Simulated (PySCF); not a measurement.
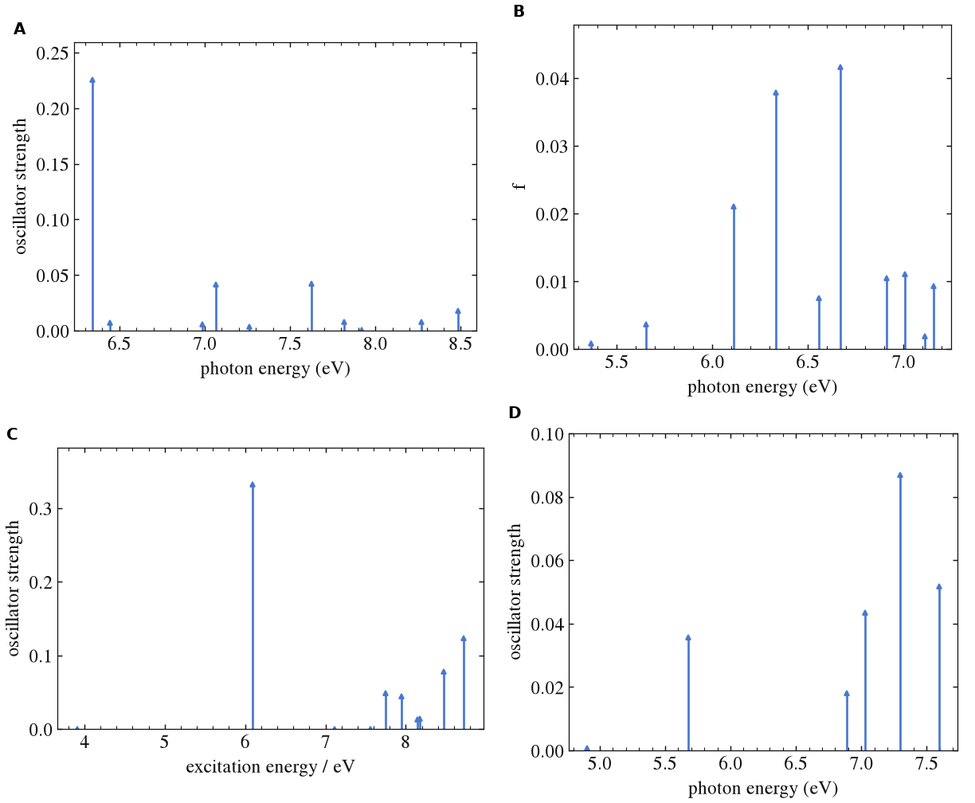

Vertical TDDFT excitations, ωB97X-D/def2-SVPD, PySCF 2.14.0, at a PBE0-D3(BJ)/def2-SVP geometry (no frequency check), gas phase. Each panel shows the lowest singlet states that were computed.

**Which panel belongs to which molecule?**
1. C₂H₅BrS₂Si, SMILES Br[SiH]1SCCS1
2. C₃H₈Si, SMILES C[C@H]1C[SiH2]1
3. C₄H₁₀Se, SMILES CC[C@@H](C)[SeH]
4. C₄H₅FO, SMILES C=C(C=O)CF

A: 2 (S1 at 6.34 eV, brightest at 6.34 eV)
B: 1 (S1 at 5.36 eV, brightest at 6.67 eV)
C: 4 (S1 at 3.91 eV, brightest at 6.09 eV)
D: 3 (S1 at 4.90 eV, brightest at 7.29 eV)

Caveats, for all or some of the runs: core orbitals are frozen in the response; one conformer of a flexible molecule; spin-orbit coupling is left out, and with Br it can shift these levels and split any degenerate set; spin-orbit coupling is left out, and with Se it can shift these levels and split any degenerate set; states above the negative HOMO energy depend on the basis.
